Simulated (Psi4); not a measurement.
Frequency calculation of CH₃AlCl (part 2 of 3)

The same run, continued: CH₃AlCl, multiplicity 2, SMILES [CH3][Al][Cl]; HF/aug-cc-pVDZ, UHF (Psi4 1.11). The geometry comes from this level: PBE0-D4/def2-TZVP.

Geometry of the input (Å):
```
C  -0.4414  0.4490  -0.2872
Al 0.1231  -1.3529  0.2545
Cl 2.0286  -1.5463  1.1688
H  0.3353  1.1773  -0.0414
H  -1.3682  0.7278  0.2221
H  -0.6352  0.4810  -1.3631
```

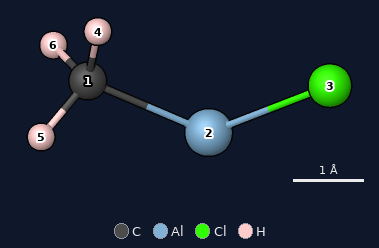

Figure 1. The structure (ball-and-stick view, seen at a tilt; atoms are numbered from 1 in the order of the input). Sticks mark near contacts.

### Log, continued
```
   => Auxiliary Basis Set <=

  Basis Set: CC-PVDZ-JKFIT
    Blend: CC-PVDZ-JKFIT
    Number of shells: 123
    Number of basis functions: 363
    Number of Cartesian functions: 416
    Spherical Harmonics?: true
    Max angular momentum: 3

  -Total Gradient:
     Atom            X                  Y                   Z
    ------   -----------------  -----------------  -----------------
       1        0.000796279778    -0.003044718368     0.000869460638
       2        0.008908632404     0.004031348017     0.003508345518
       3       -0.010851847942     0.001484384782    -0.005267072502
       4        0.001151334291    -0.000664266878     0.000635859728
       5       -0.000094169737    -0.000871826696     0.000343232843
       6        0.000089771188    -0.000934920860    -0.000089826229

	total time  =          1 seconds =       0.02 minutes

  Based on options and gradient (rms=3.87E-03), recommend projecting translations and projecting rotations.
hessian() will perform analytic frequency computation.

  //>>>>>>>>>>>>>>>>>>>>>>>>>>>>>>>>>>>//
  //      Guess SCF, pcseg-0 Basis     //
  //<<<<<<<<<<<<<<<<<<<<<<<<<<<<<<<<<<<//

  ==> Iterations <==

                           Total Energy        Delta E     RMS |[F,P]|

   @DF-UHF iter SAD:  -739.42933262576014   -7.39429e+02   0.00000e+00
   @DF-UHF iter   1:  -740.02335435090924   -5.94022e-01   8.59309e-03 ADIIS/DIIS
   @DF-UHF iter   2:  -740.08570812684809   -6.23538e-02   3.73044e-03 ADIIS/DIIS
   @DF-UHF iter   3:  -740.09765092978296   -1.19428e-02   4.97534e-04 ADIIS/DIIS
   @DF-UHF iter   4:  -740.09825306995981   -6.02140e-04   1.58052e-04 ADIIS/DIIS
   @DF-UHF iter   5:  -740.09830002099670   -4.69510e-05   6.37912e-05 DIIS
   @DF-UHF iter   6:  -740.09831693220190   -1.69112e-05   3.04826e-05 DIIS
   @DF-UHF iter   7:  -740.09832214483788   -5.21264e-06   1.18539e-05 DIIS
   @DF-UHF iter   8:  -740.09832296597165   -8.21134e-07   3.04883e-06 DIIS
   @DF-UHF iter   9:  -740.09832300453445   -3.85628e-08   9.24791e-07 DIIS
   @DF-UHF iter  10:  -740.09832300758808   -3.05363e-09   3.79257e-07 DIIS
   @DF-UHF iter  11:  -740.09832300820267   -6.14591e-10   1.03009e-07 DIIS
   @DF-UHF iter  12:  -740.09832300824723   -4.45652e-11   2.75574e-08 DIIS
   @DF-UHF iter  13:  -740.09832300824951   -2.27374e-12   5.71966e-09 DIIS
  Energy and wave function converged.

  ==> Post-Iterations <==

   @Spin Contamination Metric:   3.899304190E-03
   @S^2 Expected:                7.500000000E-01
   @S^2 Observed:                7.538993042E-01
   @S   Expected:                5.000000000E-01
   @S   Observed:                5.000000000E-01

    Final Occupation by Irrep:
              A
    DOCC [    19 ]
    SOCC [     1 ]
    NA   [    20 ]
    NB   [    19 ]

  @DF-UHF Final Energy:  -740.09832300824951

   => Energetics <=

    Nuclear Repulsion Energy =            116.1503370439449583
    One-Electron Energy =               -1255.0580424408826730
    Two-Electron Energy =                 398.8093823886881069
    Total Energy =                       -740.0983230082495083

  UHF NO Occupations:
  HONO-2 :   18  A 1.9997907
  HONO-1 :   19  A 1.9985359
  HONO-0 :   20  A 1.0000000
  LUNO+0 :   21  A 0.0014641
  LUNO+1 :   22  A 0.0002093
  LUNO+2 :   23  A 0.0001894
  LUNO+3 :   24  A 0.0000348

Computation Completed

  //>>>>>>>>>>>>>>>>>>>>>>>>>>>>>>>>>>>//
  //                SCF                //
  //<<<<<<<<<<<<<<<<<<<<<<<<<<<<<<<<<<<//

  ==> Iterations <==

                           Total Energy        Delta E     RMS |[F,P]|

   @DF-UHF iter   0:  -741.02006873019855   -7.41020e+02   4.08481e-03
   @DF-UHF iter   1:  -741.08678900378777   -6.67203e-02   7.59932e-04 ADIIS/DIIS
   @DF-UHF iter   2:  -741.09138610277626   -4.59710e-03   2.48896e-04 ADIIS/DIIS
   @DF-UHF iter   3:  -741.09187967205219   -4.93569e-04   6.96246e-05 DIIS
   @DF-UHF iter   4:  -741.09195564407321   -7.59720e-05   1.90402e-05 DIIS
   @DF-UHF iter   5:  -741.09196076487785   -5.12080e-06   6.63566e-06 DIIS
   @DF-UHF iter   6:  -741.09196187135842   -1.10648e-06   2.10074e-06 DIIS
   @DF-UHF iter   7:  -741.09196199039468   -1.19036e-07   9.02241e-07 DIIS
   @DF-UHF iter   8:  -741.09196201162922   -2.12345e-08   2.80115e-07 DIIS
   @DF-UHF iter   9:  -741.09196201372015   -2.09093e-09   9.34369e-08 DIIS
   @DF-UHF iter  10:  -741.09196201401596   -2.95813e-10   4.15446e-08 DIIS
   @DF-UHF iter  11:  -741.09196201407724   -6.12772e-11   1.99146e-08 DIIS
   @DF-UHF iter  12:  -741.09196201408997   -1.27329e-11   8.78341e-09 DIIS
  Energy and wave function converged.

  ==> Post-Iterations <==

   @Spin Contamination Metric:   5.738693948E-03
   @S^2 Expected:                7.500000000E-01
   @S^2 Observed:                7.557386939E-01
   @S   Expected:                5.000000000E-01
   @S   Observed:                5.000000000E-01

    Orbital Energies [Eh]
    ---------------------

    Alpha Occupied:

       1A   -104.808527     2A    -58.521371     3A    -11.219176
       4A    -10.536902     5A     -8.004634     6A     -8.001630
       7A     -8.001508     8A     -4.933487     9A     -3.247678
      10A     -3.244541    11A     -3.243095    12A     -1.071313
      13A     -0.940895    14A     -0.566461    15A     -0.559213
      16A     -0.556458    17A     -0.472927    18A     -0.459045
      19A     -0.451481    20A     -0.308938

    Alpha Virtual:

      21A      0.020037    22A      0.032211    23A      0.035319
      24A      0.042432    25A      0.059095    26A      0.073457
      27A      0.074395    28A      0.081315    29A      0.114212
      30A      0.125528    31A      0.139850    32A      0.140321
      33A      0.166657    34A      0.172704    35A      0.173469
      36A      0.180331    37A      0.189656    38A      0.194101
      39A      0.207271    40A      0.234905    41A      0.250940
      42A      0.279075    43A      0.298438    44A      0.314907
      45A      0.327966    46A      0.374165    47A      0.387714
      48A      0.395928    49A      0.405040    50A      0.417874
      51A      0.443584    52A      0.444860    53A      0.445967
      54A      0.462792    55A      0.469785    56A      0.493049
      57A      0.515469    58A      0.519279    59A      0.569424
      60A      0.573263    61A      0.577753    62A      0.586968
      63A      0.625047    64A      0.665231    65A      0.671161
      66A      0.678158    67A      0.699489    68A      0.703683
      69A      0.731576    70A      0.755188    71A      0.852943
      72A      0.862411    73A      0.883068    74A      0.931310
      75A      0.976431    76A      1.004987    77A      1.061011
      78A      1.095120    79A      1.107299    80A      1.184054
      81A      1.341059    82A      1.380785    83A      1.399403
      84A      1.446392    85A      1.451974    86A      1.491251
      87A      1.503018    88A      1.512724    89A      1.590930
      90A      1.745381    91A      1.810914    92A      1.884597
      93A      1.932302    94A      2.041994    95A      2.054371
      96A      2.094601    97A      2.228389    98A      2.241186
      99A      2.348800   100A      2.509809   101A      2.529736
     102A      2.819513   103A      2.928722   104A      2.941268

    Beta Occupied:

       1A   -104.807705     2A    -58.517138     3A    -11.214037
       4A    -10.535954     5A     -8.002279     6A     -8.001254
       7A     -8.000273     8A     -4.925463     9A     -3.241426
      10A     -3.240763    11A     -3.234048    12A     -1.064538
      13A     -0.927703    14A     -0.559473    15A     -0.553617
      16A     -0.537221    17A     -0.458530    18A     -0.458143
      19A     -0.425488

    Beta Virtual:

      20A      0.011019    21A      0.029091    22A      0.033901
      23A      0.039520    24A      0.063157    25A      0.072529
      26A      0.075014    27A      0.085902    28A      0.091226
      29A      0.122007    30A      0.135769    31A      0.143339
      32A      0.147943    33A      0.175242    34A      0.175850
      35A      0.180301    36A      0.185053    37A      0.191977
      38A      0.199843    39A      0.211879    40A      0.245172
      41A      0.253929    42A      0.292108    43A      0.316949
      44A      0.318111    45A      0.330702    46A      0.384107
      47A      0.395640    48A      0.408725    49A      0.414878
      50A      0.420468    51A      0.449021    52A      0.453217
      53A      0.455529    54A      0.477102    55A      0.485616
      56A      0.498594    57A      0.520040    58A      0.535476
      59A      0.574478    60A      0.577357    61A      0.590096
      62A      0.592791    63A      0.633664    64A      0.669732
      65A      0.681413    66A      0.688655    67A      0.704461
      68A      0.712075    69A      0.738541    70A      0.769498
      71A      0.859840    72A      0.873782    73A      0.895137
      74A      0.939673    75A      0.977748    76A      1.011280
      77A      1.065109    78A      1.098950    79A      1.108325
      80A      1.186132    81A      1.353408    82A      1.382819
      83A      1.402908    84A      1.447833    85A      1.454032
      86A      1.493963    87A      1.507611    88A      1.517066
      89A      1.594774    90A      1.750985    91A      1.815770
      92A      1.884474    93A      1.937970    94A      2.043469
      95A      2.056700    96A      2.100753    97A      2.231420
      98A      2.244956    99A      2.350555   100A      2.512061
     101A      2.531985   102A      2.820698   103A      2.930912
     104A      2.943742

    Final Occupation by Irrep:
              A
    DOCC [    19 ]
    SOCC [     1 ]
    NA   [    20 ]
    NB   [    19 ]

  @DF-UHF Final Energy:  -741.09196201408997

   => Energetics <=

    Nuclear Repulsion Energy =            116.1503370439449583
    One-Electron Energy =               -1256.6302637527735442
    Two-Electron Energy =                 399.3879646947385709
    Total Energy =                       -741.0919620140899724

  UHF NO Occupations:
  HONO-2 :   18  A 1.9997225
  HONO-1 :   19  A 1.9976427
  HONO-0 :   20  A 1.0000000
  LUNO+0 :   21  A 0.0023573
  LUNO+1 :   22  A 0.0002775
  LUNO+2 :   23  A 0.0001223
  LUNO+3 :   24  A 0.0000356

Computation Completed

Properties will be evaluated at   0.000000,   0.000000,   0.000000 [a0]

Properties computed using the SCF density matrix

 Multipole Moments:

 ------------------------------------------------------------------------------------
     Multipole            Electronic (a.u.)      Nuclear  (a.u.)        Total (a.u.)
 ------------------------------------------------------------------------------------

 L = 1.  Multiply by 2.5417464519 to convert [e a0] to [Debye]
 Dipole X            :          3.6408266           -4.3824748           -0.7416482
 Dipole Y            :         -5.7395288            5.9498617            0.2103329
 Dipole Z            :          2.5805128           -2.9573384           -0.3768256
 Magnitude           :                                                    0.8580673

 ------------------------------------------------------------------------------------

	total time  =          1 seconds =       0.02 minutes

         ------------------------------------------------------------
                                   SCF HESS
         ------------------------------------------------------------

  ==> DFJKGrad: Density-Fitted SCF Gradients <==

    Gradient:                    2
    J tasked:                  Yes
    K tasked:                  Yes
    wK tasked:                  No
    Integrals threads:           1
    Memory [MiB]:             1144
    Schwarz Cutoff:          1E-12
    Fitting Condition:       1E-10

   => Auxiliary Basis Set <=

  Basis Set: CC-PVDZ-JKFIT
    Blend: CC-PVDZ-JKFIT
    Number of shells: 123
    Number of basis functions: 363
    Number of Cartesian functions: 416
    Spherical Harmonics?: true
    Max angular momentum: 3

  DFHelper Memory: AOs need 0.032 GiB; user supplied 1.341 GiB.
  SCF_SUBTYPE=INCORE selected. In-core MEM_DF algorithm will be used.
  Using in-core AOs.

  ==> MemDFJK: Density-Fitted J/K Matrices <==

    J tasked:                   Yes
    K tasked:                   Yes
    wK tasked:                   No
    Memory [MiB]:              1373
    Algorithm:                 Core
    Schwarz Cutoff:           1E-12
    Mask sparsity (%):       0.0000
    Fitting Condition:        1E-10

   => Auxiliary Basis Set <=

  Basis Set: CC-PVDZ-JKFIT
    Blend: CC-PVDZ-JKFIT
    Number of shells: 123
    Number of basis functions: 363
    Number of Cartesian functions: 416
    Spherical Harmonics?: true
    Max angular momentum: 3

   ==> Coupled-Perturbed UHF Solver <==

    Maxiter             =         100
    Convergence         =   1.000E-06
    Number of equations =          36
   -----------------------------------------------------
     Iter   Residual RMS      Max RMS  Remain  Time [s]
   -----------------------------------------------------
        1      4.016e-01    5.434e-01      18         2
        2      1.271e-01    2.829e-01      18         3
        3      5.418e-02    1.713e-01      18         4
        4      2.515e-02    6.549e-02      18         4
        5      1.014e-02    2.278e-02      18         5
        6      4.123e-03    7.367e-03      18         6
        7      1.572e-03    2.597e-03      18         7
        8      6.503e-04    1.029e-03      18         8
        9      2.432e-04    3.930e-04      18         9
       10      9.981e-05    1.733e-04      18         9
       11      4.204e-05    7.490e-05      18        10
       12      1.580e-05    3.067e-05      18        11
       13      6.490e-06    1.279e-05      18        12
       14      2.420e-06    3.983e-06      16        13
       15      9.114e-07    1.416e-06       9        14
       16      5.169e-07    5.138e-07       0        14
  ## Total Hessian (Symmetry 0) ##
  Irrep: 1 Size: 18 x 18

                 1                   2                   3                   4                   5

    1     0.51747028110676     0.05254784330561    -0.00338793852824    -0.02312253419775     0.01670970180799
    2     0.05254784330561     0.38324916032690     0.04359915925699     0.03011466519773    -0.11279098230284
    3    -0.00338793852824     0.04359915925699     0.49876748932446    -0.01302893356988     0.02447758553799
    4    -0.02312253419775     0.03011466519773    -0.01302893356988     0.15810751417323    -0.03674155403738
    5     0.01670970180799    -0.11279098230284     0.02447758553799    -0.03674155403738     0.14225693469456
    6    -0.01095435513013     0.03068553744783    -0.01499087312160     0.07713753027484    -0.03848780719440
    7    -0.00088714519521    -0.00229358721386    -0.00110144466506    -0.12949214309127     0.01365755762333
    8     0.00927535057597     0.00273579625682     0.00423296727747     0.00468636713374    -0.00982297727364
    9    -0.00288688575997    -0.00113700842178     0.00108097005409    -0.06200293925631     0.00825829839769
   10    -0.18497674233116    -0.13475489731297    -0.04177968358566     0.00249222557818     0.00540024000800
   11    -0.15659603397582    -0.17699791937661    -0.05252470806112    -0.01159022424727    -0.01502193601260
   12    -0.03837861325323    -0.04243210004079    -0.06042321952981     0.00301627397568     0.00481362458568
   13    -0.25438421814536     0.05828703662409     0.11657408611290    -0.00480124563458     0.00084786258398
   14     0.07900712208202    -0.06065802363924    -0.05266439508520     0.01021456638224    -0.00350893137747
   15     0.10531626845898    -0.03577679947721    -0.09952615031588    -0.00424322002628     0.00084938760792
   16    -0.05409964123825    -0.00390106061617    -0.05727608575822    -0.00318381681899     0.00012619202385
   17    -0.00094398383581    -0.03553803116371     0.03287939105797     0.00331617957852    -0.00111210773441
   18    -0.04970847579835     0.00506121122531    -0.32490821642364    -0.00087871139369     0.00008891105833

                 6                   7                   8                   9                  10
```
